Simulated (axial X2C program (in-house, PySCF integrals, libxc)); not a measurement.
# Relativistic diatomic calculation for TcSi

- system: TcSi, single determinant with M_S = 3/2 and |Λ| = 0.
- method: PBE0, spin-free X2C-1e, Tc dyall-cv3z, Si dyall-v3z (cores contracted) (axial X2C program (in-house, PySCF integrals, libxc))

**Input**
```
{"zs": [43, 14], "q": 0, "bas": ["dyall-cv3z", "dyall-v3z"], "levels": ["PBE0", "HF", "BLYP"], "cc": true, "r0": 2.44, "thr": -2.0, "nmax": 90, "npts": 10, "nst": 2, "ntry": 6}
```

The line is the task of a batch: nuclear charges, charge, bases, the levels to run, a first guess of the distance and further settings. This report covers PBE0 without spin-orbit coupling. The log is that of the reference distance 2.188 Å, started from orbitals converged before.

Hardware: 1 thread of Arm Neoverse V1, 24 GiB of memory available, shared host.

Launched within a batch (the task file carries these settings):
```bash
python <driver script> task.json out
```

**Log**
```
spin-free X2C-1e  PBE0
basis functions 196  fitting functions 970  grid points 5078
iter        total energy     max residual
   1      -4575.012475697     8.46e-05
   2      -4575.012475770     6.73e-05
   3      -4575.012475892     1.17e-04
   4      -4575.012475949     2.24e-05
   5      -4575.012475959     1.10e-05
   6      -4575.012475962     3.19e-06
converged
one-electron -6602.01235756  Coulomb 2031.68295588  exact exchange -36.94794488  xc functional -113.33141869  nuclear repulsion 145.59628929
```

**The points of the curve**

```
R (Å)   E (hartree)  dipole (D; origin at the first atom, positive when the second is positive)  highest filled (eV)  lowest empty (eV)
1.904  −4574.980860                                                                       −1.77                −5.16              −2.24
1.991  −4574.999803                                                                       −1.97                −5.25              −2.23
2.057  −4575.007595                                                                       −2.09                −5.32              −2.22
2.122  −4575.011473                                                                       −2.20                −5.38              −2.21
2.188  −4575.012476                                                                       −2.29                −5.44              −2.20
2.265  −4575.011019                                                                       −2.38                −5.51              −2.20
2.341  −4575.007571                                                                       −2.46                −5.57              −2.19
2.440  −4575.001197                                                                       −2.55                −5.57              −2.20
2.560  −4574.991663                                                                       −2.64                −5.44              −2.23
```

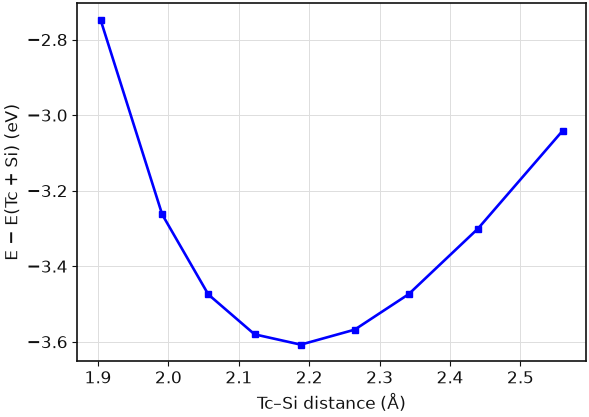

Fig. 1: Energy at 9 bond lengths, for one set of occupations held fixed; the line joins the points. A polynomial of degree 6 through 9 points gives rₑ = 2.183 Å, ωₑ = 410.6 cm⁻¹, ωₑxₑ = 1.5 cm⁻¹ and Bₑ = 0.1622 cm⁻¹. The minimum lies 3.61 eV below Tc + Si, each computed as one determinant at the same level.

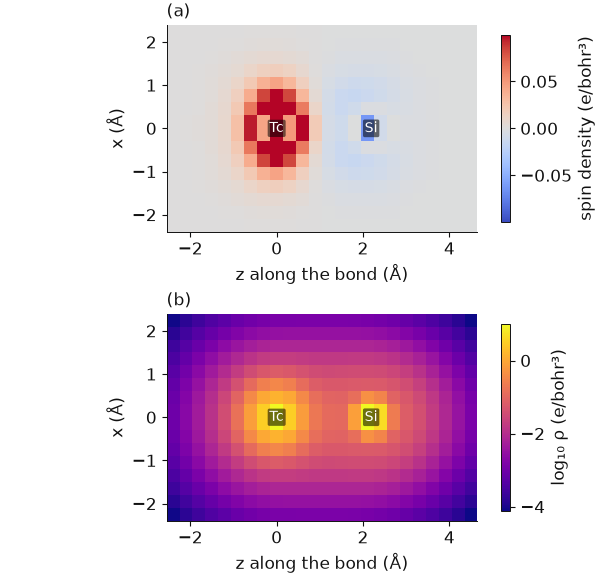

Fig. 2: (a) spin density; (b) electron density on a logarithmic scale, in a plane that holds the axis, at 2.19 Å, on points 0.3 Å apart (one half computed, the other mirrored); the structure near the nuclei is finer than these points.

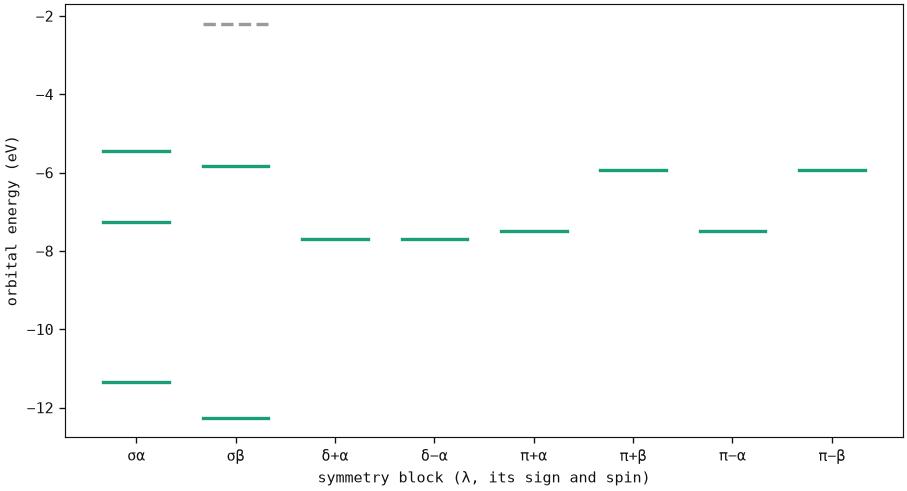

Fig. 3: Orbital energies near the frontier at 2.19 Å, filled (solid) and empty (dashed); a label such as π−α means λ = −1 and α spin. The highest filled orbital (σα; 46 % Tc s, 41 % Si p) lies at −5.44 eV, the lowest empty one (σβ; 47 % Tc s, 37 % Tc d) at −2.20 eV.

**Summary**

| quantity | value |
| --- | --- |
| outcome | converged |
| bond length rₑ | 2.183 Å |
| ωₑ | 410.6 cm⁻¹ |
| energy at the minimum | −4575.01248 hartree |
| depth below the fragments | 3.61 eV |
| largest ⟨S²⟩ along the curve | 5.08 |
| wall time | 16 s |
| peak memory | 0.71 GiB |

**Notes**

⟨S²⟩ reaches 5.08 where a pure state of this multiplicity has 3.75, so the determinant is spin-contaminated. Limits: 9 of the 10 points asked for were kept.
